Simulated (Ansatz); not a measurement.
# NO2 (nitrogen dioxide): levels of theory compared

We compute a comparison of 6 runs (U-r2SCAN/STO-3G, U-r2SCAN0/STO-3G, UB2PLYP/STO-3G, UB3LYP/STO-3G, USVWN5/STO-3G, UCCSD(T)/STO-3G) of NO2 (nitrogen dioxide). 

The calculation is run with Ansatz 0.2.0.

45 further runs of the same task are left out: 11 that didn't finish, 34 set aside as unsound or not needed.

## (1) Starting point

NO2: 3 atoms, total charge 0, spin state doublet. As SMILES, `[O]N=O`. The O3–N2 distance was set to 2.365 Å, away from the relaxed value. At this shape a bond of the SMILES string is far longer than usual.

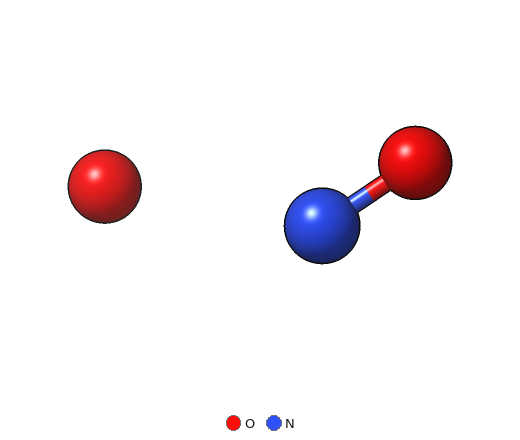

Viewed from a chosen angle; oxygen red, nitrogen blue.

## (2) A single-point energy at U-r2SCAN/STO-3G (run 1)

The input, run.yaml:

```yaml
basis:
  gaussian:
    orbitals: STO-3G
crystal:
  periodic: [false, false, false]
  atoms:
    - {symbol: O, position_ang: [-0.111391, -2.182568, -0.290532]}
    - {symbol: "N", position_ang: [-0.586621, -1.109488, -0.437042]}
    - {symbol: O, position_ang: [0.055690, 1.091300, 0.145270]}
magnetization:
  spin_polarized: true
  initial_magnetization: 1
hamiltonian:
  xc: {name: r2SCAN}
accuracy: high
```

Command:

```bash
$ ansatz run run.yaml --threads 1 --pin off --max-ram 3480MiB --events-out events.jsonl --progress --plain --runs-dir runs
```

The program printed:

```text
Warning: RAYON_NUM_THREADS=1 ignored (pool sized by the plan → 1); use --threads N
Functional definition: r2SCAN
  name "r2SCAN"
  parameter k0 = 0.174
  parameter k1 = 0.065
  parameter a1 = 4.9479
  exchange = r2scan_x(k0 = k0, k1 = k1, a1 = a1)
  correlation = r2scan_c
240 factors; integrals over basis functions are off by at most 3.1e-8 eV
mean field evaluation 1: about -5485.8506 eV, gradient 2.2e1 eV
mean field evaluation 2: about -5263.8617 eV, gradient 3.6e1 eV
mean field evaluation 4: about -5446.8861 eV, gradient 8.8e1 eV
mean field evaluation 8: about -5498.6199 eV, gradient 2.6e0 eV
mean field evaluation 16: about -5499.8891 eV, gradient 8.5e-1 eV
mean field evaluation 32: about -5499.9767 eV, gradient 2.4e-1 eV
mean field evaluation 64: about -5499.8046 eV, gradient 2.5e0 eV
mean field evaluation 96: about -5499.7948 eV, gradient 2.2e-2 eV
mean field evaluation 128: about -5500.0034 eV, gradient 1.2e-1 eV
mean field evaluation 160: about -5499.7786 eV, gradient 3.0e-2 eV
mean field -5500.00553660 eV, -202.1214754325 hartree, gradient 8.9e-9 eV, S^2 1.638151; 10 other end points of the search recorded, 0 dependent functions left out
reference -5500.00553680 eV, -202.1214754396 hartree; 12, 11 occupied and 3, 4 virtual orbitals, 240 factors
Total energy: -5500.00553680 eV, -202.1214754396 hartree
```

Wall time 58 s (1 thread of Arm Neoverse V1, shared host); peak memory 0.17 GiB.

## (3) The energy at U-r2SCAN0/STO-3G (run 2)

The input, input.yaml:

```yaml
crystal:
  periodic: [false, false, false]
  atoms:
    - {symbol: O, position_ang: [-0.111391, -2.182568, -0.290532]}
    - {symbol: "N", position_ang: [-0.586621, -1.109488, -0.437042]}
    - {symbol: O, position_ang: [0.055690, 1.091300, 0.145270]}
basis:
  gaussian:
    orbitals: STO-3G
magnetization:
  spin_polarized: true
  initial_magnetization: 1
hamiltonian:
  xc: {name: r2SCAN0}
accuracy: high
```

Command:

```bash
$ ansatz run input.yaml --threads 1 --pin off --max-ram 3480MiB --events-out events.jsonl --progress --plain --runs-dir runs
```

The program printed:

```text
Warning: RAYON_NUM_THREADS=1 ignored (pool sized by the plan → 1); use --threads N
Functional definition: r2SCAN0
  name "r2SCAN0"
  parameter a = 0.25
[... 3 set-up lines as earlier in the session ...]
  exchange = (1 - a)*r2scan_x(k0 = k0, k1 = k1, a1 = a1) + a*exact_x
[... 1 set-up line as earlier in the session ...]
240 factors; integrals over basis functions are off by at most 3.1e-8 eV
mean field evaluation 1: about -5485.5147 eV, gradient 1.8e1 eV
mean field evaluation 2: about -5267.8080 eV, gradient 4.4e1 eV
mean field evaluation 4: about -5397.5608 eV, gradient 7.2e1 eV
mean field evaluation 8: about -5495.6576 eV, gradient 1.6e1 eV
mean field evaluation 16: about -5499.5570 eV, gradient 3.5e-6 eV
mean field evaluation 32: about -5499.5517 eV, gradient 1.0e-1 eV
mean field -5499.55698451 eV, -202.1049914471 hartree, gradient 5.0e-9 eV, S^2 1.700310; 4 other end points of the search recorded, 0 dependent functions left out
reference -5499.55698466 eV, -202.1049914527 hartree; 12, 11 occupied and 3, 4 virtual orbitals, 240 factors
Total energy: -5499.55698466 eV, -202.1049914527 hartree
```

Wall time 9 s (1 thread of Arm Neoverse V1, shared host); peak memory 0.18 GiB.

Run 3 isn't shown in full; the table further down has it.

## (4) The energy at UB3LYP/STO-3G (run 4)

The input, input.yaml:

```yaml
crystal:
  periodic: [false, false, false]
  atoms:
    - {symbol: O, position_ang: [-0.111391, -2.182568, -0.290532]}
    - {symbol: N, position_ang: [-0.586621, -1.109488, -0.437042]}
    - {symbol: O, position_ang: [0.055690, 1.091300, 0.145270]}
basis:
  gaussian: {orbitals: STO-3G}
magnetization: {spin_polarized: true, initial_magnetization: 1}
hamiltonian: {xc: {name: B3LYP}}
accuracy: high
```

Command:

```bash
$ ansatz run input.yaml --threads 1 --pin off --max-ram 3480MiB --events-out events.jsonl --progress --plain --runs-dir runs
```

The program printed:

```text
Warning: RAYON_NUM_THREADS=1 ignored (pool sized by the plan → 1); use --threads N
Functional definition: B3LYP
  name "B3LYP"
  parameter a0 = 0.2
  parameter ax = 0.72
  parameter ac = 0.81
  exchange = (1 - a0 - ax)*slater_x + ax*b88_x + a0*exact_x
  correlation = (1 - ac)*vwn_rpa_c + ac*lyp_c
240 factors; integrals over basis functions are off by at most 3.1e-8 eV
mean field evaluation 1: about -5487.2089 eV, gradient 2.0e1 eV
mean field evaluation 2: about -5266.7418 eV, gradient 3.6e1 eV
mean field evaluation 4: about -5451.7754 eV, gradient 3.4e1 eV
mean field evaluation 8: about -5499.2140 eV, gradient 2.0e0 eV
mean field evaluation 16: about -5500.4396 eV, gradient 4.0e-3 eV
mean field evaluation 32: about -5379.9713 eV, gradient 3.2e1 eV
mean field evaluation 64: about -5501.2542 eV, gradient 2.7e-3 eV
mean field -5501.25420966 eV, -202.1673633211 hartree, gradient 6.0e-8 eV, S^2 1.665680; 4 other end points of the search recorded, 0 dependent functions left out
reference -5501.25422748 eV, -202.1673639758 hartree; 12, 11 occupied and 3, 4 virtual orbitals, 240 factors
Total energy: -5501.25422748 eV, -202.1673639758 hartree
```

It took 9.9 s on 1 thread of Arm Neoverse V1, shared host; peak memory 0.11 GiB.

Run 5 isn't shown in full; the table further down has it.

## (5) A single-point energy at UCCSD(T)/STO-3G (run 6)

The input, job.yaml:

```yaml
crystal:
  periodic: [false, false, false]
  atoms:
    - {symbol: O, position_ang: [-0.111391, -2.182568, -0.290532]}
    - {symbol: N, position_ang: [-0.586621, -1.109488, -0.437042]}
    - {symbol: O, position_ang: [0.055690, 1.091300, 0.145270]}
basis:
  gaussian: {orbitals: STO-3G}
magnetization: {spin_polarized: true, initial_magnetization: 1}
correlation: {method: ccsd_t, frozen_orbitals: {"N": 1, O: 1}}
accuracy: high
scf: {omitted_lower_state_checks: [cluster_reference, increment]}
```

Command:

```bash
$ ansatz run job.yaml --threads 1 --pin off --max-ram 3480MiB --events-out events.jsonl --progress --plain --runs-dir runs
```

The program printed:

```text
Warning: RAYON_NUM_THREADS=1 ignored (pool sized by the plan → 1); use --threads N
[... 23 lines left out ...]
3 core orbitals not correlated: weight in the atoms' cores, before any rotation towards them, 1.000 or more for the frozen orbitals, at most 0.000 for the correlated occupied ones
[... 61 lines left out ...]
Total energy: -5482.31904604 eV, -201.4715088926 hartree
Checks for a lower state left out: cluster_reference, increment
```

Wall time 1.3 s (1 thread of Arm Neoverse V1, shared host).

## (6) All runs side by side

| run | level | frozen core orbitals | energy (Eh) | ⟨S²⟩ | wall time |
| --- | --- | --- | --- | --- | --- |
| 1 | U-r2SCAN/STO-3G | – | -202.121475 | 1.638 | 58 s |
| 2 | U-r2SCAN0/STO-3G | – | -202.104991 | 1.700 | 9 s |
| 3 | UB2PLYP/STO-3G | 3 | -201.949264 | 1.723 | 11 s |
| 4 | UB3LYP/STO-3G | – | -202.167364 | 1.666 | 9.9 s |
| 5 | USVWN5/STO-3G | – | -200.632342 | 1.515 | 3.3 s |
| 6 | UCCSD(T)/STO-3G | 3 | -201.471509 | 2.090 | 1.3 s |

## (7) What came out

```
                                          quantity          value
                               run 6: total energy  -201.47151 Eh
run 6: correlation energy (3 core orbitals frozen)     -130.2 mEh
                             run 6: (T) correction      -1.74 mEh
          run 6: ⟨S²⟩ of the reference determinant          2.090
                              run 6: T1 diagnostic          0.065
```

Totals of different functionals can't be ranked against each other. In runs 1, 2, 3, 4, 5, 6 the basis is minimal, so the values are rough. Spin contamination of the reference: run 6 ⟨S²⟩ = 2.09, run 3 ⟨S²⟩ = 1.72, run 2 ⟨S²⟩ = 1.70, run 4 ⟨S²⟩ = 1.67, run 1 ⟨S²⟩ = 1.64, run 5 ⟨S²⟩ = 1.51. Where it is this large, the reference is a mixture of spin states, and values that rest on it are in doubt. All runs together took 92 s, the longest 58 s.
